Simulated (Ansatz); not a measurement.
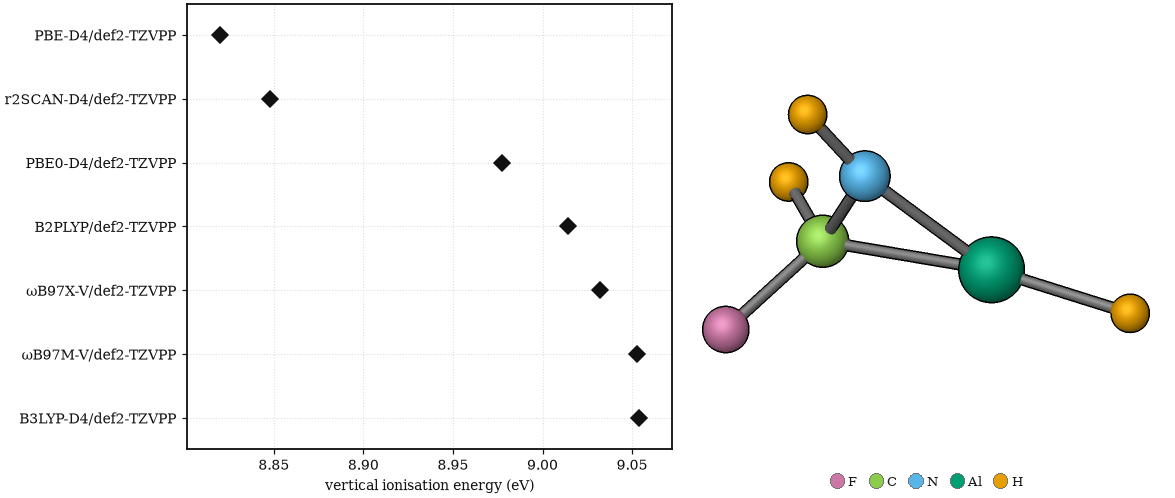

Vertical ionisation energy of CH₃AlFN, SMILES F[C@H]1[NH][AlH]1, singlet, taken as the energy of the cation less that of the neutral at fixed geometry (unrestricted doublet cation, cores frozen in correlated methods, no spin-orbit coupling), the Ansatz code 0.2.0, at a PBE0-D4/def2-TZVP geometry (a minimum by its frequencies).

### What range do the values span?

From 8.82 eV (PBE-D4/def2-TZVPP) to 9.05 eV (B3LYP-D4/def2-TZVPP).

### Give the values.

```tsv
level	eV
PBE-D4/def2-TZVPP	8.82
r2SCAN-D4/def2-TZVPP	8.85
PBE0-D4/def2-TZVPP	8.98
B2PLYP/def2-TZVPP	9.01
ωB97X-V/def2-TZVPP	9.03
ωB97M-V/def2-TZVPP	9.05
B3LYP-D4/def2-TZVPP	9.05
```
